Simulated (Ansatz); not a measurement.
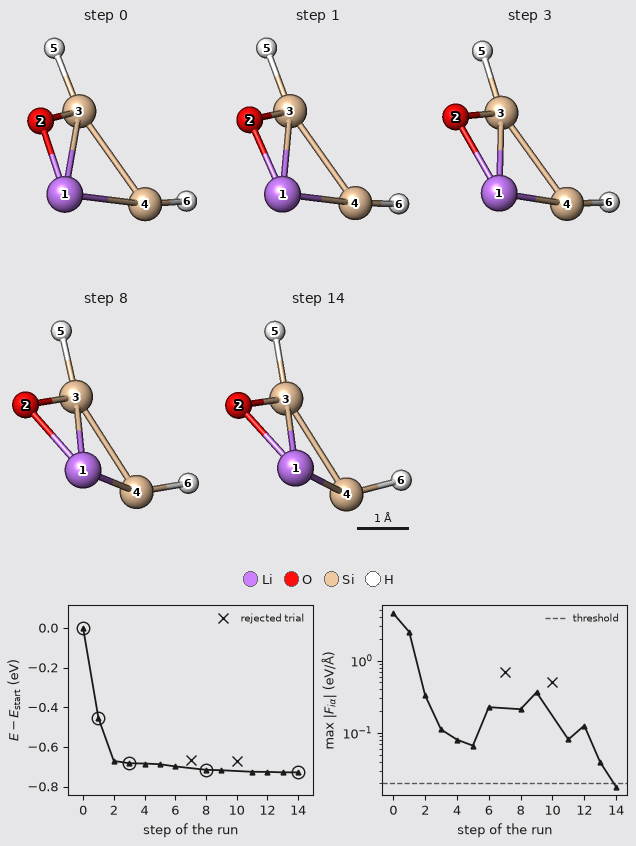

Frames of a relaxation of LiSi$_{2}$H$_{2}$O (multiplicity 2), marked on the history of the run. The picture is a ball-and-stick view, seen from a free direction.

The run prepares the start of a later molecular dynamics calculation, from a guessed geometry.

Level of theory: UKS BLYP-D4/STO-3G in Ansatz 0.2.0.

Input
```yaml
crystal:
  periodic: [false, false, false]
  atoms:
    - { symbol: Li, position_ang: [-0.97056, -1.89977, 0.64304] }
    - { symbol: O, position_ang: [0.69106, -1.35924, 0.44057] }
    - { symbol: Si, position_ang: [0.81265, 0.12164, -0.05103] }
    - { symbol: Si, position_ang: [-1.37174, 0.63706, -0.18345] }
    - { symbol: H, position_ang: [2.2494, 0.44084, -0.18015] }
    - { symbol: H, position_ang: [-1.41081, 2.05948, -0.66897] }
magnetization:
  spin_polarized: true
  initial_magnetization: 1
basis:
  gaussian: { orbitals: STO-3G }
hamiltonian:
  xc: blyp
  dispersion: d4
relax:
  f_tol: 0.02
  max_steps: 40
```

Command:
```bash
ansatz run input.yaml --threads 1 --pin off --max-ram 2048MiB --backend cpu --events-out ev --progress --plain --runs-dir out
```

**Describe the path.**

After 12 accepted moves (14 points after the start) the energy has fallen by 0.728 eV. Largest force component: 4.5 eV/Å at the start, 0.018 eV/Å at the end. The line search rejected the trial steps at points 7, 10 of the run. Li1 moves most after the best rigid fit: 0.47 Å. By element the largest moves are Li 0.47 Å, O 0.29 Å, Si 0.27 Å, H 0.21 Å. Among the contacts that change: Li1–Si3 2.783 → 2.400 Å, Li1–Si4 2.698 → 2.338 Å, O2–Si3 1.565 → 1.670 Å, Si4–H6 1.504 → 1.481 Å. Bond angles that change, for instance: Li1–O2–Si3 113.6° → 88.4°, Li1–Si4–H6 172.9° → 147.9°, O2–Li1–Si4 79.4° → 97.9°. From step 0 to 1: Li1 moves most (0.20 Å), energy −0.455 eV. From step 1 to 3: Li1 moves most (0.17 Å), energy −0.228 eV. From step 3 to 8: Li1 moves most (0.22 Å), energy −0.033 eV. From step 8 to 14: Si4 moves most (0.08 Å), energy −0.013 eV.

```tsv
step	E − E(0), eV	largest force component, eV/Å	note
0	0.0000	4.5190	
1	-0.4549	2.5042	
2	-0.6710	0.3311	
3	-0.6824	0.1115	
4	-0.6840	0.0807	
5	-0.6875	0.0666	
6	-0.6984	0.2273	
7	-0.6639	0.6946	rejected
8	-0.7157	0.2128	
9	-0.7178	0.3649	
10	-0.6696	0.5141	rejected
11	-0.7255	0.0810	
12	-0.7261	0.1264	
13	-0.7283	0.0392	
14	-0.7284	0.0179
```

Limits of the set-up: STO-3G is a minimal basis, so the numbers are rough.
